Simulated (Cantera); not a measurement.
A closed system holds: 1 mol Ti(NMe2)4, 0.99 mol NH3, 420 mol H2, at 1402 °C.

Equilibrium computed with Cantera from the NASA thermochemical tables; the gas is ideal and each condensed phase is pure. Candidate condensed phases: C, C6H6, C7H8, C8H18, Ti, TiC, TiN; 93 gas species. The feed counts by its element totals alone. TiC: taken at fixed stoichiometry. Kinetics and transport are ignored.

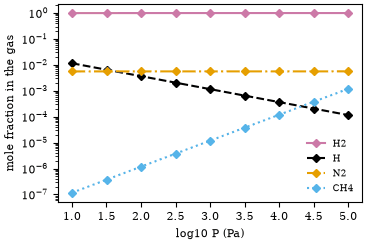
Fig. 1. Equilibrium gas composition (values under 1e-9 drawn at 1e-9)

Read off the mole fractions at 7.50 Torr.

H2 about 0.99, N2 about 0.0056, H about 0.0012, CH4 about 1.2e-5.
